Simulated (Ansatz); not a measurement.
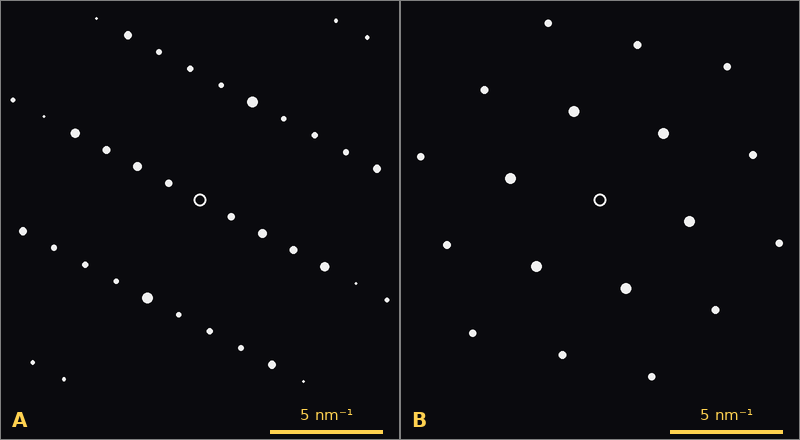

Kinematic electron diffraction patterns (200 kV, B = 0.5 Å², same scale, each along a low-index zone) of two structures of composition Y2As, each relaxed at zero pressure with DFT PBE, scalar-relativistic, plane waves, PAW (Ansatz).

The structures (standard cells):
1. Fm-3m (No. 225), a = 6.822 Å, 12 atoms; generated start, possibly hypothetical
2. R-3m (No. 166), a = 3.999 Å, c = 18.860 Å (hexagonal axes), 9 atoms; generated start, possibly hypothetical

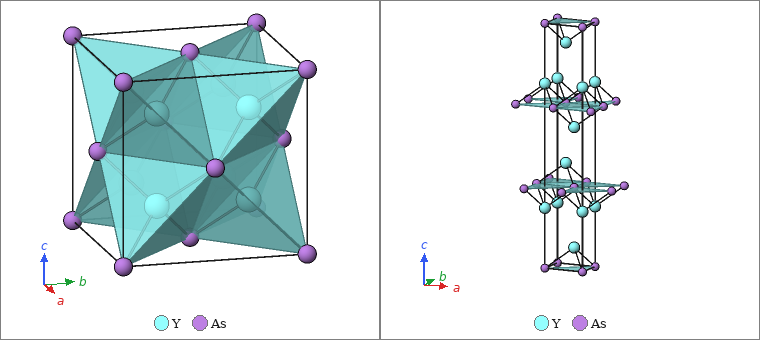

Drawings of the structures 1 to 2, from left to right (each may span several cells).

**Which pattern belongs to which structure, and along which zone?**

A is structure 2 along [210] or an equivalent direction: rectangular net of 0 0 3 at d = 6.29 Å and 1 -2 0 at d = 2.00 Å, 90.0° apart. B is structure 1 along [111] or an equivalent direction: hexagonal net of -2 2 0 at d = 2.41 Å and -2 0 2 at d = 2.41 Å, 60.0° apart.

**Rank the structures by their computed energy.**

Structure 2 (R-3m, 29.02 Å³ an atom) is the lowest of these; structure 1 (Fm-3m, 26.46 Å³ an atom) lies about 150 meV an atom higher. These are static energies at 0 K; other structures, not shown, may lie lower still.
